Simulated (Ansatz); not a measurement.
The figure comes from a scan of Bi2Se3 (Bi2Te3 type, space group R-3m): one Bi atom of a 5-atom cell moves by s along Cartesian [111], with its periodic images. Level of theory: PBEsol-D3(BJ) (plane waves to 420 eV, PAW, scalar-relativistic; Ansatz, an electronic-structure program). k mesh 8×8×8 (Γ-centred), Fermi-Dirac smearing 0.05 eV. E stands for the smeared free energy. With partly filled bands, energies and forces of such displacements shift with the k mesh and the smearing. At this level the bands of Bi2Se3 touch or barely overlap; measurements give the solid a gap. Bi2Se3 was relaxed with its symmetry unable to fall. Spin-orbit coupling is left out, though Bi is heavy. The zero of ΔE is the undisplaced structure.

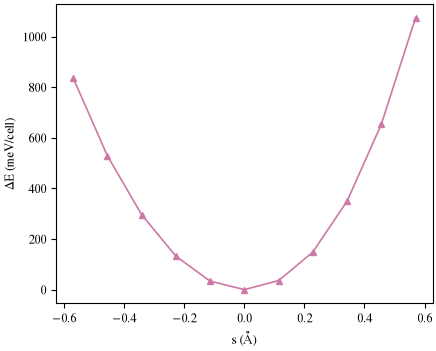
ΔE (meV/cell) against s (Å); one marker a computed point.

**Question.** List the plotted points as numbers.

**Answer.** To the nearest 20:

```csv
s (Å),ΔE (meV/cell)
-0.570,840
-0.456,520
-0.342,300
-0.228,140
-0.114,40
0.000,0
0.114,40
0.228,140
0.342,340
0.456,660
0.570,1080
```

(For displaced atoms, the force is minus the slope of the energy, and its curvature is a force constant, which sets phonon frequencies.)
